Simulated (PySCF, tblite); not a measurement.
# C₄H₁₁F₃N₂Si: geometry, infrared bands and NMR shifts

Wanted: the infrared bands and NMR shifts of C₄H₁₁F₃N₂Si (`N[SiH2]NCCCC(F)(F)F`), by calculation.

Programs: tblite 0.8.0 and PySCF 2.14.0, with density-fitted response routines of our own. Each step states its level of theory. These are calculated values for one molecule in the gas phase, unless marked as measured. Atoms count from 0, in the outputs and in this text.

## Step 1: Starting geometry

21 atoms, charge 0, multiplicity 1; geometry from: force field or distance geometry start.

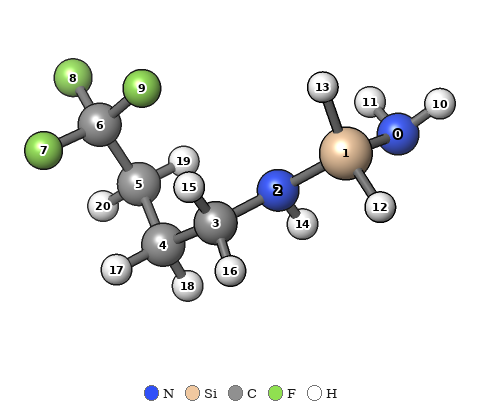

The starting geometry (nitrogen blue, silicon light orange, carbon grey, fluorine green, hydrogen white), atoms numbered.

## Step 2: Relaxing the molecule with GFN2-xTB

Job settings and geometry (Å):

```
{"job": {"kind": "relax", "xc": "GFN2-xTB", "basis": "xTB"}, "charge": 0, "multiplicity": 1}
N     -3.319500     0.354500     0.102500
Si    -2.278100     0.507500    -1.210900
N     -0.957000    -0.300400    -0.492500
C      0.289600    -0.589800    -1.175900
C      1.287600    -1.221300    -0.179900
C      1.598500    -0.374100     1.048500
C      2.226300     0.973400     0.735900
F      3.338800     0.830500    -0.018400
F      2.607000     1.583900     1.885100
F      1.380700     1.800500     0.098700
H     -4.156600     0.918400    -0.081200
H     -2.874500     0.786600     0.903200
H     -2.794900    -0.258000    -2.338000
H     -1.969400     1.924100    -1.425700
H     -1.356500    -1.142600    -0.098500
H      0.722300     0.306200    -1.600700
H      0.120700    -1.302500    -1.984700
H      2.220100    -1.435300    -0.725500
H      0.903400    -2.188300     0.154500
H      0.704800    -0.223200     1.658500
H      2.297500    -0.933100     1.684900
```

Command:

```bash
$ OMP_NUM_THREADS=1 python probes_run.py task.json out
```

This one command runs all jobs of the session in turn.

Standard output:

```text
step      E/eV     max force
  0    -979.33475    2.277
  1    -979.43602    0.928
  2    -979.47409    0.589
  3    -979.54259    0.437
  4    -979.56882    0.397
  5    -979.61750    0.392
  6    -979.64482    0.363
  7    -979.66378    0.304
  8    -979.67544    0.239
  9    -979.68572    0.200
 10    -979.69293    0.191
 11    -979.69856    0.176
 12    -979.70399    0.165
 13    -979.71004    0.161
 14    -979.71571    0.198
 15    -979.72016    0.150
 16    -979.72356    0.142
 17    -979.72655    0.101
 18    -979.72921    0.108
 19    -979.73128    0.091
 20    -979.73298    0.114
 21    -979.73470    0.099
 22    -979.73639    0.073
 23    -979.73771    0.077
 24    -979.73872    0.077
 25    -979.73983    0.081
 26    -979.74155    0.130
 27    -979.74411    0.149
 28    -979.74714    0.122
 29    -979.74986    0.116
 30    -979.75193    0.092
 31    -979.75350    0.091
 32    -979.75460    0.073
 33    -979.75526    0.045
 34    -979.75570    0.046
 35    -979.75609    0.043
 36    -979.75641    0.035
 37    -979.75662    0.031
 38    -979.75676    0.032
 39    -979.75692    0.040
 40    -979.75716    0.046
 41    -979.75745    0.038
 42    -979.75775    0.035
 43    -979.75806    0.045
 44    -979.75842    0.051
 45    -979.75885    0.047
 46    -979.75936    0.047
 47    -979.75993    0.061
 48    -979.76060    0.081
 49    -979.76137    0.088
 50    -979.76217    0.073
 51    -979.76289    0.053
 52    -979.76353    0.056
 53    -979.76419    0.070
 54    -979.76490    0.057
 55    -979.76558    0.060
 56    -979.76620    0.063
 57    -979.76682    0.069
 58    -979.76748    0.076
 59    -979.76812    0.056
 60    -979.76872    0.051
 61    -979.76929    0.060
 62    -979.77003    0.075
 63    -979.77070    0.068
 64    -979.77139    0.061
 65    -979.77188    0.056
 66    -979.77237    0.060
 67    -979.77294    0.070
 68    -979.77375    0.077
 69    -979.77453    0.072
 70    -979.77503    0.058
 71    -979.77553    0.048
 72    -979.77620    0.047
 73    -979.77684    0.050
 74    -979.77728    0.051
 75    -979.77770    0.059
 76    -979.77805    0.053
 77    -979.77856    0.046
 78    -979.77898    0.050
 79    -979.77936    0.040
 80    -979.77959    0.035
 81    -979.77974    0.026
 82    -979.77990    0.029
 83    -979.78011    0.034
 84    -979.78029    0.034
 85    -979.78046    0.034
 86    -979.78066    0.032
 87    -979.78092    0.036
 88    -979.78118    0.035
 89    -979.78142    0.035
 90    -979.78167    0.035
 91    -979.78190    0.038
 92    -979.78211    0.042
 93    -979.78224    0.024
 94    -979.78233    0.016
 95    -979.78238    0.018
 96    -979.78245    0.018
 97    -979.78253    0.016
 98    -979.78259    0.023
 99    -979.78263    0.012
100    -979.78267    0.018
101    -979.78272    0.020
102    -979.78277    0.015
103    -979.78283    0.022
104    -979.78290    0.022
105    -979.78298    0.022
106    -979.78307    0.024
107    -979.78313    0.016
108    -979.78317    0.012
109    -979.78319    0.012
110    -979.78323    0.012
111    -979.78327    0.014
112    -979.78331    0.013
113    -979.78335    0.015
114    -979.78338    0.012
115    -979.78341    0.012
116    -979.78344    0.011
117    -979.78348    0.014
118    -979.78351    0.017
119    -979.78353    0.015
120    -979.78355    0.012
121    -979.78356    0.008
```

Run time: 0.88 s. Hardware: 1 thread of Arm Neoverse V2, shared host; peak memory 0.18 GiB.

Step by step: (not every step is listed)

```csv
step,energy from step 0 (eV),largest force (eV/Å)
0,0.0000,2.2772
1,-0.1013,0.9278
2,-0.1393,0.5888
3,-0.2078,0.4371
4,-0.2341,0.3966
5,-0.2827,0.3917
6,-0.3101,0.3626
7,-0.3290,0.3042
8,-0.3407,0.2390
18,-0.3945,0.1075
28,-0.4124,0.1222
38,-0.4220,0.0321
48,-0.4258,0.0808
58,-0.4327,0.0758
68,-0.4390,0.0768
78,-0.4442,0.0496
88,-0.4464,0.0350
98,-0.4478,0.0234
108,-0.4484,0.0117
116,-0.4487,0.0114
117,-0.4487,0.0140
118,-0.4488,0.0168
119,-0.4488,0.0148
120,-0.4488,0.0116
121,-0.4488,0.0081
```

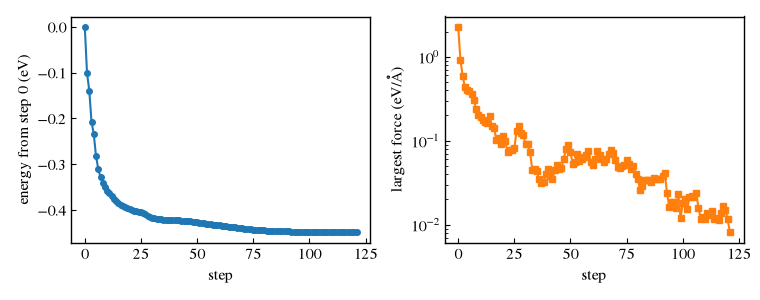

Energy and force, step by step.

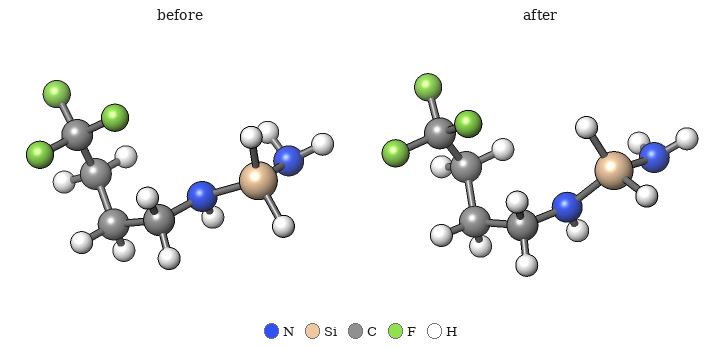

Before and after, at one scale.

Distances of close pairs at the start and the end, largest changes first:

```csv
bond,before (Å),after (Å),change (Å)
N0–Si1,1.683,1.726,+0.042
N0–H10,1.026,1.006,-0.020
N2–C3,1.451,1.438,-0.013
Si1–N2,1.707,1.720,+0.013
Si1–H12,1.457,1.468,+0.011
C4–H17,1.101,1.091,-0.011
C6–F8,1.356,1.347,-0.009
C3–C4,1.545,1.536,-0.009
```

The final coordinates are the input of the step that follows.

## Step 3: Harmonic vibrations with GFN2-xTB

Job settings and geometry (Å):

```
{"job": {"kind": "ir", "xc": "GFN2-xTB", "basis": "xTB"}, "charge": 0, "multiplicity": 1}
N     -3.396935     0.352401     0.140053
Si    -2.116510     0.615860    -0.986224
N     -1.014507    -0.645024    -0.594772
C      0.272974    -0.805897    -1.214943
C      1.332652    -1.215533    -0.181011
C      1.429640    -0.205657     0.964814
C      2.254927     1.013064     0.612290
F      3.487329     0.695038     0.179513
F      2.430740     1.811353     1.682325
F      1.712375     1.785389    -0.338606
H     -4.213441     0.932196     0.045371
H     -3.164141     0.261942     1.116363
H     -2.764303     0.545046    -2.302217
H     -1.338092     1.854210    -0.858412
H     -1.399150    -1.523658    -0.281286
H      0.546417     0.142719    -1.675798
H      0.250386    -1.565592    -2.008805
H      2.300986    -1.328336    -0.670325
H      1.052040    -2.182007     0.241773
H      0.425989     0.134673     1.229516
H      1.901702    -0.655244     1.840381
```

Standard output:

```text
mode    cm-1     km/mol
  1      24.2      0.42
  2      32.8      0.61
  3      46.6      0.91
  4      73.8      0.40
  5     137.5      1.39
  6     179.9      4.36
  7     201.5      2.77
  8     212.5      6.05
  9     257.4      0.73
 10     298.1     12.13
 11     338.6      2.76
 12     381.9      4.63
 13     436.5     43.05
 14     475.9     10.60
 15     496.3     27.70
 16     525.8     11.60
 17     535.8    101.06
 18     572.8    133.98
 19     581.3     23.83
 20     590.0    171.27
 21     736.0    164.06
 22     772.5      6.10
 23     802.7     42.03
 24     816.6     80.64
 25     841.6     21.37
 26     864.3    236.10
 27     900.5    204.29
 28     908.4     23.98
 29     967.3     11.41
 30    1016.6    153.75
 31    1045.6    213.03
 32    1066.9    234.62
 33    1105.4      4.40
 34    1140.7     19.87
 35    1176.7     30.61
 36    1190.8    192.48
 37    1201.3    109.83
 38    1255.4     14.70
 39    1319.5     22.40
 40    1335.0     19.81
 41    1341.2      3.97
 42    1380.5    101.42
 43    1428.6      8.85
 44    1474.9      2.15
 45    1491.6      0.53
 46    1535.9     46.24
 47    2178.8    499.02
 48    2215.2    175.04
 49    2872.2     88.90
 50    2982.8     16.45
 51    2988.3      1.23
 52    2997.5     11.50
 53    3002.4     27.28
 54    3014.9     39.37
 55    3446.4      6.89
 56    3478.1      2.68
 57    3522.4      1.74
```

Wall time 0.78 s (1 thread of Arm Neoverse V2, shared host); peak memory 0.18 GiB.

Which atoms move in the most intense modes:

```csv
cm⁻¹,km/mol,atoms
590,171.3,"H12 21 %, H13 20 %, H10 20 %, N0 16 %"
864,236.1,"H11 24 %, Si1 19 %, N0 14 %"
900,204.3,"N0 38 %, Si1 35 %, H10 11 %"
1046,213.0,"C6 36 %, H17 15 %"
1067,234.6,C6 33 %
1191,192.5,"H19 21 %, N2 20 %, C3 17 %, C6 14 %"
2179,499.0,"H12 53 %, H13 43 %"
2215,175.0,"H13 54 %, H12 44 %"
```

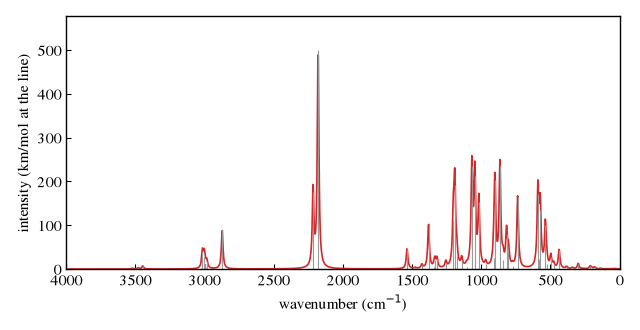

The infrared spectrum from these modes, unscaled. Lines are broadened to a width of 14 cm⁻¹ (Lorentzian).

## Step 4: Nuclear shieldings: PBE0/pcSseg-1

The job, as its differences from that of step 3:

```diff
@@ -1,2 +1,2 @@
-{"job": {"kind": "ir", "xc": "GFN2-xTB", "basis": "xTB"}, "charge": 0, "multiplicity": 1}
+{"job": {"kind": "nmr", "xc": "PBE0", "basis": "pcSseg-1"}, "charge": 0, "multiplicity": 1}
 N     -3.396935     0.352401     0.140053
```

With the program's defaults for keys left out, this is: GIAO PBE0/pcSseg-1 NMR shielding, non-relativistic, gas phase.

Standard output:

```text
coarse grid: 18176 points
cycle   1  E = -856.6020262024  dE =  1.276e+00  |g| = 9.960e-01  |ddm| = 3.969e+00
cycle   2  E = -856.4485529033  dE =  1.535e-01  |g| = 1.414e+00  |ddm| = 1.412e+00
cycle   3  E = -856.7803411701  dE = -3.318e-01  |g| = 6.809e-02  |ddm| = 8.715e-01
cycle   4  E = -856.7810375090  dE = -6.963e-04  |g| = 3.777e-02  |ddm| = 7.937e-02
cycle   5  E = -856.7813446327  dE = -3.071e-04  |g| = 7.291e-03  |ddm| = 3.269e-02
cycle   6  E = -856.7813557923  dE = -1.116e-05  |g| = 2.078e-03  |ddm| = 7.909e-03
cycle   7  E = -856.7813566072  dE = -8.149e-07  |g| = 5.166e-04  |ddm| = 1.866e-03
final grid: 172648 points
cycle   8  E = -856.8549314409  dE = -6.110e-05  |g| = 1.010e-02  |ddm| = 2.807e-02
cycle   9  E = -856.8549155060  dE =  1.593e-05  |g| = 1.364e-02  |ddm| = 1.878e-02
cycle  10  E = -856.8549539839  dE = -3.848e-05  |g| = 8.444e-04  |ddm| = 1.056e-02
cycle  11  E = -856.8549541010  dE = -1.171e-07  |g| = 3.057e-04  |ddm| = 8.070e-04
cycle  12  E = -856.8549541180  dE = -1.703e-08  |g| = 7.599e-05  |ddm| = 2.439e-04
cycle  13  E = -856.8549541191  dE = -1.073e-09  |g| = 2.324e-05  |ddm| = 7.723e-05
cycle  14  E = -856.8549541192  dE = -9.550e-11  |g| = 6.450e-06  |ddm| = 2.318e-05
converged SCF energy = -856.8549541192

GIAO shielding tensors (ppm)
atom      isotropic    diamagn.    paramagn.     s11        s22        s33       span
  0 N      256.812     317.126     -60.313    216.002    263.290    291.145     75.143
  1 Si     381.714     880.447    -498.732    346.053    365.534    433.556     87.503
  2 N      235.472     324.447     -88.975    186.225    240.293    279.899     93.674
  3 C      146.794     244.562     -97.768    122.218    152.695    165.469     43.251
  4 C      156.451     249.371     -92.921    148.161    151.045    170.145     21.984
  5 C      156.215     250.903     -94.688    140.480    148.966    179.199     38.718
  6 C       50.121     243.957    -193.837     44.918     46.561     58.883     13.965
  7 F      259.576     471.370    -211.794    166.918    264.149    347.660    180.742
  8 F      244.989     471.347    -226.357    153.032    239.197    342.739    189.707
  9 F      254.999     478.320    -223.321    172.140    257.063    335.793    163.653
 10 H       31.757      28.114       3.643     24.421     26.567     44.283     19.862
 11 H       31.491      32.973      -1.483     23.878     29.314     41.280     17.403
 12 H       26.608      28.928      -2.320     23.105     24.359     32.361      9.256
 13 H       26.579      31.584      -5.005     22.522     26.559     30.656      8.134
 14 H       32.071      34.778      -2.707     23.204     31.334     41.676     18.472
 15 H       28.826      32.021      -3.194     24.697     29.100     32.682      7.985
 16 H       28.498      29.622      -1.123     21.888     28.093     35.514     13.626
 17 H       29.817      30.793      -0.976     24.991     29.152     35.307     10.317
 18 H       30.444      31.816      -1.372     25.496     28.880     36.956     11.460
 19 H       28.426      33.055      -4.629     23.784     28.575     32.920      9.136
 20 H       29.854      29.466       0.388     24.710     28.975     35.878     11.168
```

Run time: 50 s. Hardware: 1 thread of Arm Neoverse V2, shared host; peak memory 1.1 GiB.

Shifts follow as δ = σ(reference) − σ, with reference shieldings (ppm) from runs at the same level and on the same kind of geometry: 1H TMS 31.72, 13C TMS 186.9, 29Si TMS 349.2, 19F CFCl3 170.9, 15N NH3 267.7. The references are single molecules in the gas phase, so shifts against H2O, NH3, PH3, H3PO4 or CFCl3 are not on the usual liquid scales and can be off by tens of ppm. Atoms listed in one row are averaged.

```csv
atoms,environment,σ (ppm),δ (ppm),δ scaled to CDCl3
C6,CF3 carbon,50.1,136.8,131.6
C3,sp3 CH2 bonded to N,146.8,40.1,37.3
C5,sp3 CH2,156.2,30.7,28.1
C4,sp3 CH2,156.5,30.5,27.8
"H12, H13",hydrogen on a silicon bonded to 2 N,26.59,5.12,–
"H15, H16",hydrogen on an sp3 CH2 bonded to N,28.66,3.05,2.99
"H19, H20",hydrogen on an sp3 CH2,29.14,2.58,2.53
"H17, H18",hydrogen on an sp3 CH2,30.13,1.59,1.60
"H10, H11",hydrogen on a nitrogen bonded to Si,31.62,0.09,–
H14,"hydrogen on a nitrogen bonded to C, Si",32.07,-0.35,–
N2,"nitrogen bonded to C, Si, H",235.5,32.3,–
N0,"nitrogen bonded to Si, 2 H",256.8,10.9,–
Si1,"silicon bonded to 2 N, 2 H",381.7,-32.6,–
"F7, F8, F9",fluorine of a CF3 group,253.2,-82.2,–
```

The scaled column applies a straight-line fit of computed shieldings to shifts measured in CDCl3, and one for carbons that bear F (root-mean-square error 0.16 ppm for H, 1.9 ppm for C).

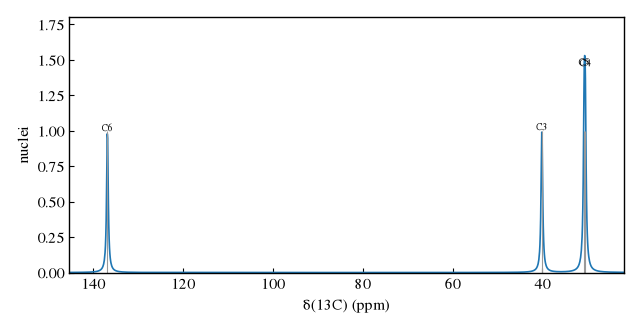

13C lines at the computed shifts, without couplings. Lines are broadened to a width of 0.43 ppm (Lorentzian).

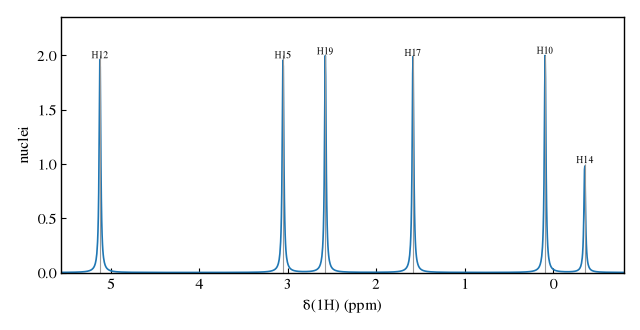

1H lines at the computed shifts, without couplings. Lines are broadened to a width of 0.02 ppm (Lorentzian).

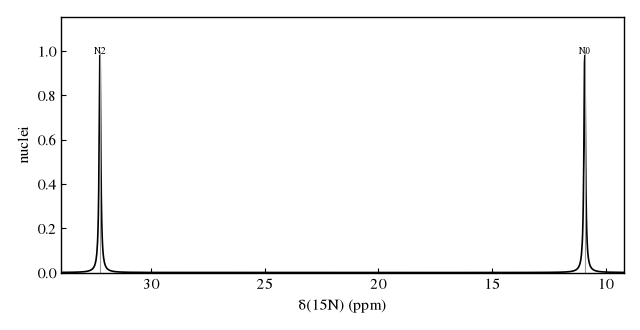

15N lines at the computed shifts, without couplings. Lines are broadened to a width of 0.09 ppm (Lorentzian).

The run also stored atomic charges by several schemes (e):

```csv
atoms,Mulliken,IAO,Hirshfeld,ESP fit
N0,-0.63,-0.85,-0.32,-1.05
Si1,0.83,1.02,0.39,0.74
N2,-0.69,-0.69,-0.23,-0.61
C3,-0.01,-0.14,-0.03,0.03
C4,-0.25,-0.27,-0.07,-0.12
C5,-0.30,-0.31,-0.10,-0.31
C6,0.78,0.81,0.26,0.65
"F7, F8, F9",-0.28,-0.29,-0.10,-0.22
```

Mulliken charges:

N0 -0.63; Si1 0.83; N2 -0.69; C3 -0.01; C4 -0.25; C5 -0.30; C6 0.78; F7 -0.28; F8 -0.28; F9 -0.27; H10 0.19; H11 0.19; H12 -0.14; H13 -0.13; H14 0.19; H15 0.13; H16 0.12; H17 0.13; H18 0.12; H19 0.16; H20 0.15

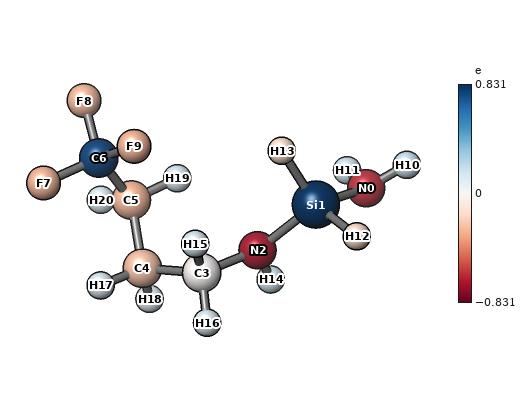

Mulliken charges, as colours on the atoms.

Mayer bond orders: N0–Si1 1.03, Si1–N2 0.96, N2–C3 0.96, C3–C4 1.03, C4–C5 1.02, C5–C6 1.03, C6–F7 0.99, C6–F8 0.99, C6–F9 0.99.

## Step 5: Results

| quantity | value |
| --- | --- |
| strongest single infrared mode (GFN2-xTB) | 2179 cm⁻¹, 499 km/mol |
| zero-point energy (GFN2-xTB) | 97.5 kcal/mol |
| 13C shifts against TMS (PBE0/pcSseg-1) | 136.8, 40.1, 30.7, 30.5 ppm |
| 1H shifts against TMS (PBE0/pcSseg-1, means over atoms taken as alike) | 5.12, 3.05, 2.58, 1.59, 0.09, -0.35 ppm |
| 15N shifts against NH3 (PBE0/pcSseg-1) | 32.3, 10.9 ppm |
| 29Si shifts against TMS (PBE0/pcSseg-1) | -32.6 ppm |
| 19F shifts against CFCl3 (PBE0/pcSseg-1, means over atoms taken as alike) | -82.2 ppm |

What this shows: Over 121 steps the energy fell by 0.449 eV; of the close pairs, N0–Si1 changed most, 1.683 to 1.726 Å. No mode is imaginary among the 57: a minimum at this level. The strongest single mode, at 2179 cm⁻¹, moves mainly H12 and H13. Unscaled tight-binding wavenumbers are off by several per cent, some by more. Its intensities can rank the bands wrongly. At PBE0/pcSseg-1: Shielding is most anisotropic at F7, F8, F9 (span 178 ppm, paramagnetic term -220 ppm).
